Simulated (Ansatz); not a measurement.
# BaTiO3, pressure series

Consider BaTiO3 (space group P4mm, No. 99).

```yaml
crystal:
  lattice:
    - [3.98510, 0.00000, 0.00000]
    - [0.00000, 3.98510, 0.00000]
    - [0.00000, 0.00000, 4.20426]
  atoms:
    - { symbol: Ti, position: [0.50000, 0.50000, 0.45787] }
    - { symbol: Ba, position: [0.00000, 0.00000, 0.94066] }
    - { symbol: O, position: [0.50000, 0.50000, 0.88874] }
    - { symbol: O, position: [0.50000, 0.00000, 0.40937] }
    - { symbol: O, position: [0.00000, 0.50000, 0.40937] }
```

Cell and atoms are relaxed at each pressure.

Computed with PBE in Ansatz (plane waves to 420 eV, PAW, no SOC), earlier PAW set.

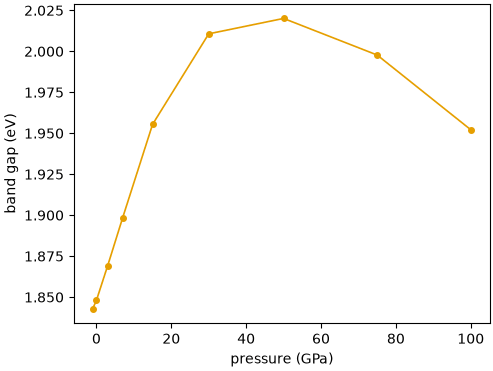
Figure: Band gap against pressure

| pressure (GPa) | band gap |
|---|---|
| -1 | 1.84 eV |
| 3 | 1.87 eV |
| 7 | 1.90 eV |
| 15 | 1.96 eV |
| 30 | 2.01 eV |
| 50 | 2.02 eV |
| 75 | 2.00 eV |
| 100 | 1.95 eV |

Load acts through the strain it causes; cell and atoms are relaxed under it. Stability against distortions was not tested. No other phases were tried under pressure. The final runs are not spin-polarised.

Ansatz is an electronic-structure program.
